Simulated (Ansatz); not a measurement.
# Cl4Si: what the fields show

Input file:

```
crystal:
  periodic: [false, false, false]
  atoms:
    - { symbol: Si, position_ang: [0.0, 0.0, 0.0] }
    - { symbol: Cl, position_ang: [0.0, 0.0, 2.13] }
    - { symbol: Cl, position_ang: [2.0086, 0.0, -0.7093] }
    - { symbol: Cl, position_ang: [-1.0032, 1.7381, -0.7093] }
    - { symbol: Cl, position_ang: [-1.0032, -1.7381, -0.7093] }
basis:
  gaussian: { orbitals: "6-31G" }
hamiltonian:
  xc: pbe
  dispersion: d4
relax:
  f_tol: 0.02
  max_steps: 40
output:
  orbitals: {}
```

Launched as:

```sh
ansatz run input.yaml --threads 1 --pin off --max-ram 2048MiB --backend cpu --events-out ev --progress --plain --runs-dir out
```

The fields are those of the run's last geometry, not of the input's.

Theory: RKS PBE-D4/6-31G in Ansatz 0.2.0.

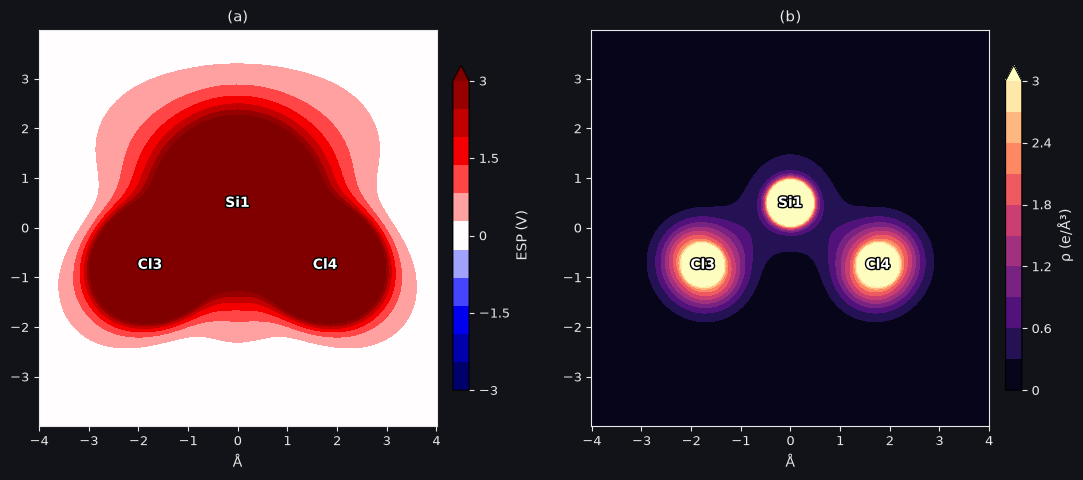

Figure 1. (a) molecular electrostatic potential; (b) total electron density on the plane of atoms Cl3, Si1 and Cl4.

Q: What does the map show?

A: The section cuts through Si and Cl sites.
Si–Cl (2.16 Å): ρ is about 0.63 e/Å³ halfway, with its minimum of 0.53 e/Å³ about 0.8 Å from Si.
The potential has no marked negative region in this plane.

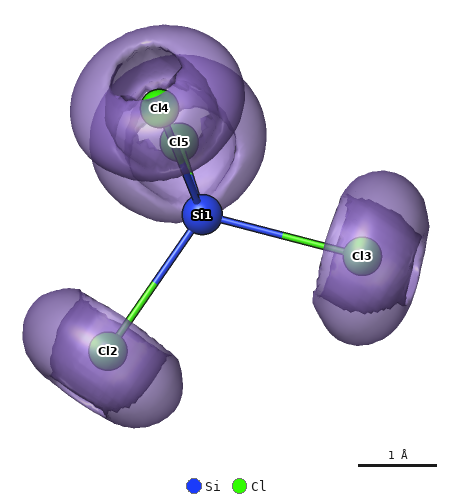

Figure 2. Isosurface of the ELF at 0.85 (purple), seen across its widest extent. Core shells and regions of very low density are left out.

Q: Describe the localisation domains.

A: The surface consists of four regions wrapped around Cl (its lone pairs, merged into a ring or cap). Along the contacts the grid gives the following. Si–Cl (2.16 Å): the ELF peaks at about 0.80 between the atoms; a shared but strongly polarised pair.

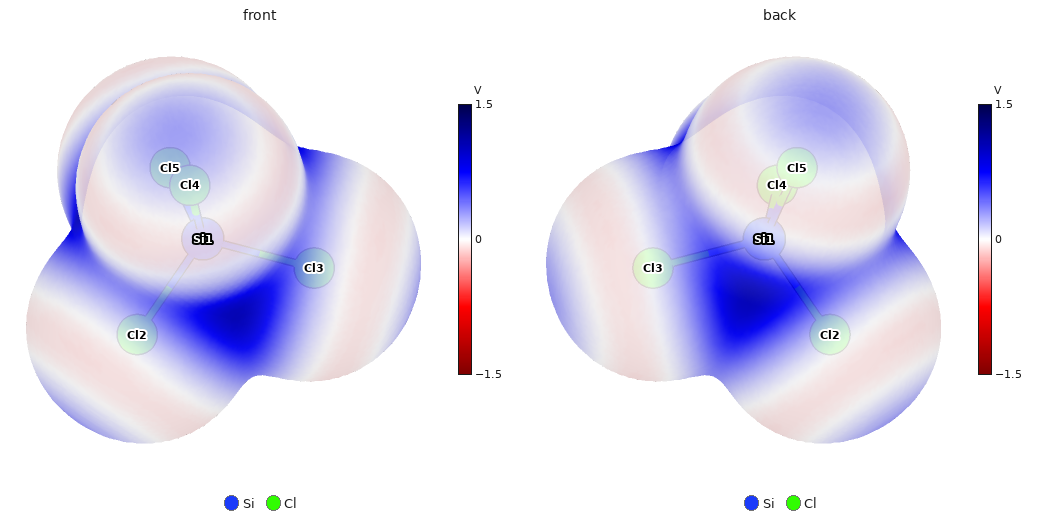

Figure 3. The molecular electrostatic potential painted on the density surface at 0.001 e/bohr³, seen from the front and from behind; the colour scale runs from red (negative) to blue (positive).

Q: Where is the surface potential most negative and most positive?

A: The most negative region (about −0.1 V) lies over Cl2, Cl3, Cl4 and Cl5, the most positive (about +1.0 V) over Si1.
